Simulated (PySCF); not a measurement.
Cyclohexasilane, SMILES [SiH2]1[SiH2][SiH2][SiH2][SiH2][SiH2]1 at its GFN2-xTB optimised geometry (Å):

```
18

Si     2.0029     0.9873     1.9317
Si     1.1633    -0.0004     0.0000
Si    -1.1631    -0.0004     0.0000
Si    -2.0067    -1.0320     1.9067
Si    -1.1635    -0.0477     3.8390
Si     1.1629    -0.0467     3.8390
H      1.5704     2.3959     1.9486
H      3.4684     1.0896     1.9332
H      1.7364     0.5653    -1.2287
H      1.6209    -1.4007    -0.0330
H     -1.6194     1.4007     0.0000
H     -1.7364    -0.5364    -1.2419
H     -3.4728    -1.1266     1.9060
H     -1.5825    -2.4431     1.8901
H     -1.7364    -0.6140     5.0676
H     -1.6202     1.3529     3.8739
H      1.6208    -1.4474     3.8388
H      1.7358     0.4888     5.0813
```

Computed with PBE0/def2-SVP (PySCF 2.14.0). Cells within 0.4 Å of a nucleus heavier than hydrogen are left out (blank, or x).

Map of the HOMO amplitude (bohr^(-3/2)) on the plane z = 0.0 Å; orbital energy -8.09 eV, overall sign arbitrary:

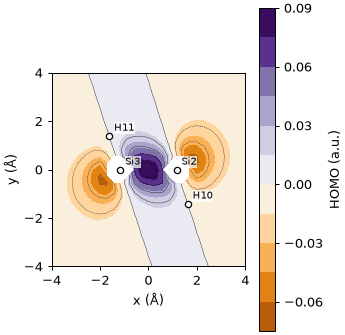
Figure: HOMO amplitude (bohr^(-3/2)) on the plane z = 0.0 Å.
